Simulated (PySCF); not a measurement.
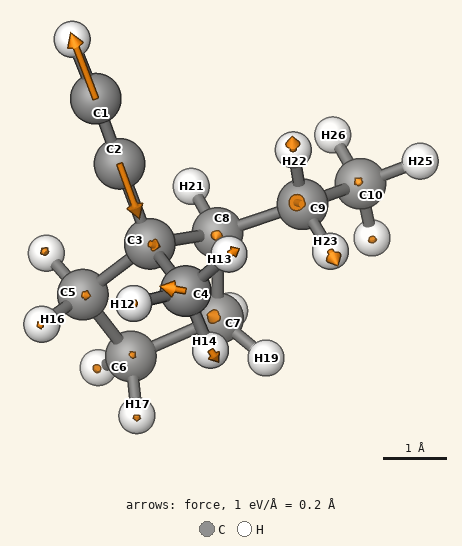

Starting geometry of C$_{10}$H$_{16}$ with the computed forces as orange arrows. A ball-and-stick model, seen at a tilt.

The start comes from GFN2-xTB. Its atoms were then displaced at random by about 0.01 Å.

Method: PBE0-D3(BJ)/def2-SVP geometry optimisation, gas phase (PySCF). 

Q: Is this structure relaxed? If not, where do the atoms go?

A: It isn't relaxed: the largest force vector, on a C atom, is 6.06 eV/Å. The final displacements have little in common with the starting forces (cosine between the two patterns 0.23). Over 6 geometry steps the energy falls by 8.81 kcal/mol. The atom that moves furthest after the best rigid fit is an H atom (0.12 Å). By element the largest moves are H 0.12 Å, C 0.09 Å. Some distances before and after: C–H 1.054 → 1.104 Å, C–C 1.166 → 1.212 Å, C–H 1.070 → 1.099 Å, C–C 1.582 → 1.555 Å. Bond angles that change, for instance: H–C–H 112.4° → 108.2°, H–C–H 110.3° → 106.4°, H–C–H 109.3° → 106.2°. The run took 5.3 min on 1 thread of Arm Neoverse N1, on a shared host.
